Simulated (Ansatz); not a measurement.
## Run report: SnHOF$_{3}$, single-point calculation

SnHOF$_{3}$, multiplicity 5, computed with UKS PBE-QIDH/def2-mTZVPP (Ansatz 0.2.0).

Some settings of this run were made unusual or wrong on purpose. The geometry comes from this level: PBE0-D4/def2-TZVP.

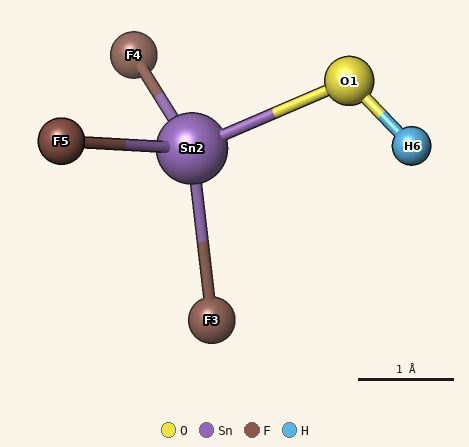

**Figure 1.** The input geometry (ball-and-stick view, seen at a tilt; atoms are numbered from 1 in the order of the input). Sticks mark near contacts. Bond lengths as drawn: F–Sn 1.88 to 1.89 Å, H–O 0.96 Å and O–Sn 1.92 Å.

Outcome

```json
{"quantity": "outcome", "value": "converged"}
{"quantity": "total energy", "value": "−16025.8591 eV"}
{"quantity": "mean-field energy", "value": "−16016.6369 eV"}
{"quantity": "⟨S²⟩", "value": "6.014"}
{"quantity": "SCF solution under orbital rotations", "value": "stable"}
{"quantity": "hardware", "value": "4 threads of Arm Neoverse V1, 23 GiB of memory available, shared host"}
{"quantity": "wall time", "value": "17 s (CPU time 64 s)"}
{"quantity": "peak memory", "value": "0.64 GiB"}
```

What went wrong

A setting was made wrong on purpose: spin. The program still converged, but the numbers can't be taken as results for the intended system.

Input
```yaml
crystal:
  periodic: [false, false, false]
  atoms:
    - {symbol: O, position_ang: [-0.656564, 0.613006, 1.266492]}
    - {symbol: Sn, position_ang: [0.260543, -0.244604, -0.183861]}
    - {symbol: F, position_ang: [-0.653649, 0.045188, -1.812337]}
    - {symbol: F, position_ang: [0.403152, -2.096911, 0.113194]}
    - {symbol: F, position_ang: [2.021269, 0.390799, -0.394440]}
    - {symbol: H, position_ang: [-1.332651, 1.228522, 0.964851]}
basis:
  gaussian: {orbitals: def2-mTZVPP}
magnetization: {spin_polarized: true, initial_magnetization: 4}
hamiltonian: {xc: {name: PBE-QIDH}, pseudopotentials: {relativity: scalar}}
```

Run as:
```bash
ansatz run in.yaml --threads 4 --pin off --events-out ev --progress --plain --max-ram 10444MiB
```

Log
```
Functional definition: PBE-QIDH
  name "PBE-QIDH"
  cite "Brémond, Sancho-García, Pérez-Jiménez & Adamo, J. Chem. Phys. 141, 031101 (2014) doi:10.1063/1.4890314"
  cite "Perdew, Burke & Ernzerhof, Phys. Rev. Lett. 77, 3865 (1996) doi:10.1103/PhysRevLett.77.3865"
  parameter a = 3^(-1/3)
  parameter c = 1/3
  exchange = (1 - a)*pbe_x + a*exact_x
  correlation = (1 - c)*pbe_c + c*(mp2_os + mp2_ss)
1323 factors; integrals over basis functions are off by at most 3.9e-4 eV
mean field evaluation 1: about -16006.5134 eV, gradient 4.3e1 eV
mean field evaluation 2: about -16006.5681 eV, gradient 4.3e1 eV
mean field evaluation 4: about -16012.2392 eV, gradient 2.5e1 eV
mean field evaluation 8: about -16014.9162 eV, gradient 3.5e0 eV
mean field evaluation 16: about -16016.3367 eV, gradient 2.1e0 eV
mean field evaluation 32: about -16016.6369 eV, gradient 3.1e-2 eV
mean field evaluation 64: about -16016.5345 eV, gradient 1.4e0 eV
mean field evaluation 96: about -16012.1412 eV, gradient 5.3e0 eV
mean field -16016.63689520 eV, -588.6005494322 hartree, gradient 2.9e-6 eV, S^2 6.014118; 6 other end points of the search recorded, 0 dependent functions left out
8 core orbitals not correlated: weight in the atoms' cores, before any rotation towards them, 1.000 or more for the frozen orbitals, at most 0.000 for the correlated occupied ones
reference -16016.63691471 eV, -588.6005501490 hartree; 23, 19 occupied and 106, 110 virtual orbitals, 1323 factors
second order -27.66643228 eV of doubles, -0.00000000 eV of singles
Total energy: -16025.85905880 eV, -588.9394576935 hartree
Relativity: scalar
```
